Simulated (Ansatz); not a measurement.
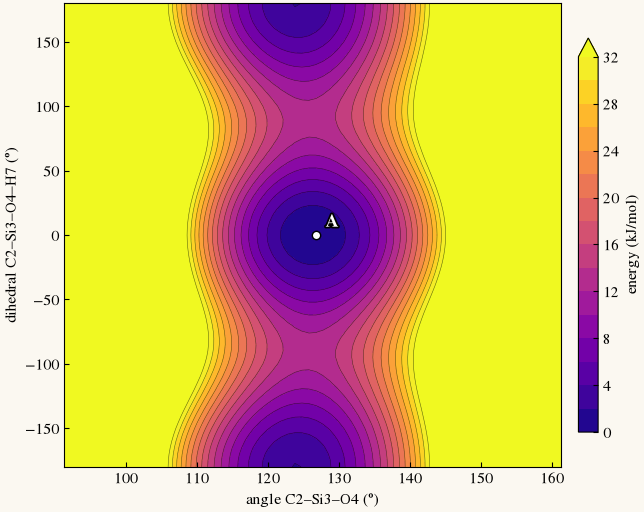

CH₃LiOSi, SMILES [Li][CH]=[SiH]O. 
- First axis: angle C2–Si3–O4. Second axis: dihedral C2–Si3–O4–H7.
- Nothing is relaxed (all other coordinates rigid).
- Grid: 13 × 12 points; 91 points were computed and 65 follow by symmetry.
- Points are written as (first, second).
- Energies are in kJ/mol, from the relaxed molecule at the same level.
- Method: Ansatz 0.2.0, RKS PBE0-D4/def2-TZVP.

In the figure: filled contours, one colour for all values above the top of the scale, the point A. Between grid points the surface is interpolated.

**What is the easiest way out of the well at A, and how high is the barrier?**

The easiest path leads from the well at (126.3°, 0°) to the well at about (124°, −180°), about 1.9 kJ/mol higher (on a rigid scan; wells that are mirror images or exchange like atoms can differ by this much). Its highest point lies about 13 kJ/mol above the bottom of the first well on the interpolated surface, at (126.3°, 90°). Seen from the upper well the barrier is about 11 kJ/mol. The start is the relaxed structure and all else is held, so a fully relaxed path at this level can only be lower.

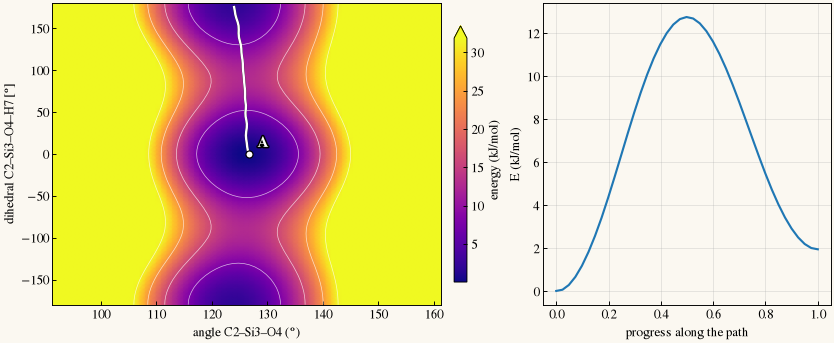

Drawn: a smooth colour map with a few white contour lines, a line along the lowest path, one colour for all values above the top of the scale, the energy along the path at the right. Between grid points the surface is interpolated.
